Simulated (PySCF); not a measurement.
C₄H₈BO₃ (doublet)

```yaml
atoms:
  - { symbol: C, position_ang: [-2.5430, -0.0047, -0.3253] }
  - { symbol: C, position_ang: [-1.0441, -0.2735, -0.4890] }
  - { symbol: B, position_ang: [-0.1167, 0.5063, 0.5621] }
  - { symbol: O, position_ang: [-0.5761, 1.3240, 1.5208] }
  - { symbol: O, position_ang: [1.2643, 0.4100, 0.5579] }
  - { symbol: C, position_ang: [2.0024, -0.3491, -0.2294] }
  - { symbol: C, position_ang: [3.4168, -0.2947, -0.1575] }
  - { symbol: O, position_ang: [4.1644, -0.9757, -0.8512] }
  - { symbol: H, position_ang: [-3.1112, -0.5307, -1.0888] }
  - { symbol: H, position_ang: [-2.8932, -0.3456, 0.6475] }
  - { symbol: H, position_ang: [-2.7578, 1.0581, -0.4222] }
  - { symbol: H, position_ang: [-0.7514, -0.0027, -1.5070] }
  - { symbol: H, position_ang: [-0.8742, -1.3503, -0.4054] }
  - { symbol: H, position_ang: [-1.5253, 1.4395, 1.5679] }
  - { symbol: H, position_ang: [1.5254, -1.0227, -0.9334] }
  - { symbol: H, position_ang: [3.8120, 0.4206, 0.5832] }
```

Geometry: GFN2-xTB.

All numbers below come from UKS B3LYP, pcH-1 on B C H O, non-relativistic, mean-field spin-orbit, GIAO in PySCF.

### What can the converged electron density, electron localisation function and spin density tell about the bonding?

C–O (1.23 Å): ρ is about 3.3 e/Å³ halfway; the ELF peaks at about 0.85 between the atoms (a short, multiple covalent bond).
B–O (1.34 Å): the density is about 2 e/Å³ at the midpoint; the ELF peaks at about 0.90 between the atoms, as expected for a short, strongly polar bond.
C–C (1.42 Å): the density is about 2 e/Å³ at the midpoint; the ELF peaks at about 0.95 between the atoms; localised, covalent bonding.
C–B (1.60 Å): ρ is about 1.4 e/Å³ halfway; the ELF peaks at about 1 between the atoms; a shared electron pair.
The unpaired spin (1 electron) lies mostly on C6 (about 0.5), O8 (about 0.3) and O5 (about 0.1), in electrons by Hirshfeld's partition.

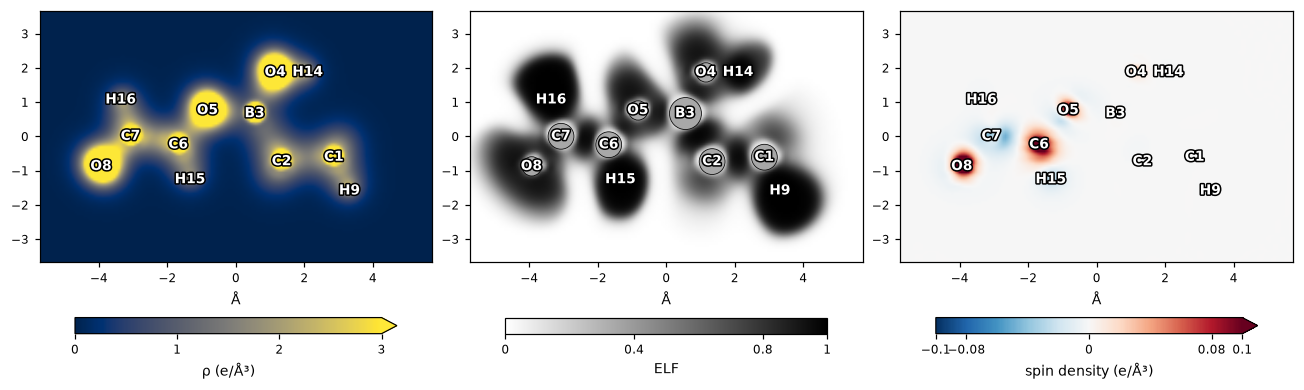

Computed electron density, electron localisation function and spin density on the plane of atoms B3, O4 and H14, in this order. Grey discs cover the atomic cores in the ELF map. 
